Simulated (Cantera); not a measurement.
Input: 1 mol FeS, 0.26 mol O2, 9.6 mol N2, held at 0.120 bar.

Method: chemical equilibrium by Gibbs-energy minimisation in Cantera with the NASA 1993 tables (ideal gas, pure condensed phases). Candidate condensed phases: Fe, FeO, FeS, FeSO4, FeS2, Fe2O3, Fe2(SO4)3, Fe3O4, S; 19 gas species. Metal and sulfide melt together well below either melting point, which pure phases cannot show. Mutual solubility and eutectic melting of coexisting phases are not modelled. The tables' stoichiometric FeO is somewhat more stable than real wüstite, so its field is too wide. FeO, FeS: taken at fixed stoichiometry. Gases not in the tables: S3 to S7. Equilibrium is a limit: real reactors are often held back by kinetics, nucleation or transport.

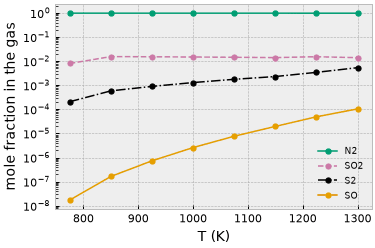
Equilibrium gas composition (values under 1e-9 drawn at 1e-9)

Question: Read off the mole fractions at 1075 K.

Answer: N2 about 0.98, SO2 about 0.015, S2 about 0.0018, SO about 7.7e-6.
